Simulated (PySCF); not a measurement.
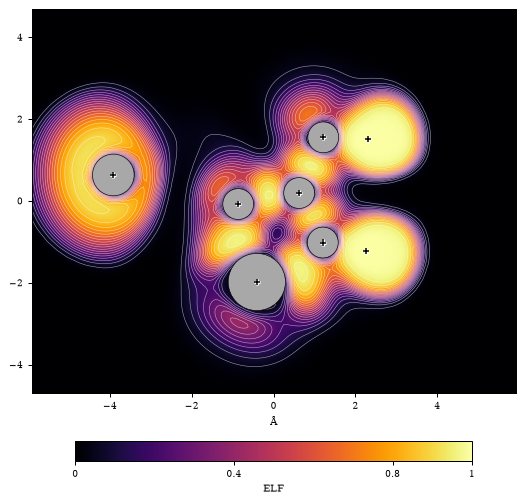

The ELF on a plane through atoms (crosses mark nuclei in the plane; grey discs cover the cores).

Computed with PBE0/pcSseg-1, SCF density, gas phase, non-relativistic in PySCF.

Candidates:
A. C$_{6}$H$_{9}$ClSi (SMILES CC1=C[SiH2][C@H]1/C=C\Cl)
B. CH$_{10}$FNSi$_{3}$
C. C$_{3}$H$_{5}$BF$_{2}$O$_{2}$ (SMILES FB(F)[C@H]1COCO1)

Question: Which system is this?

Answer: Candidate A: C$_{6}$H$_{9}$ClSi on the plane of atoms C3, Si4 and C5, which holds C, Si, Cl and H. C–C (1.34 Å): the ELF peaks at about 0.90 between the atoms (a short, multiple covalent bond). C–Si (1.88 Å): the ELF peaks at about 0.95 between the atoms: localised, covalent bonding.
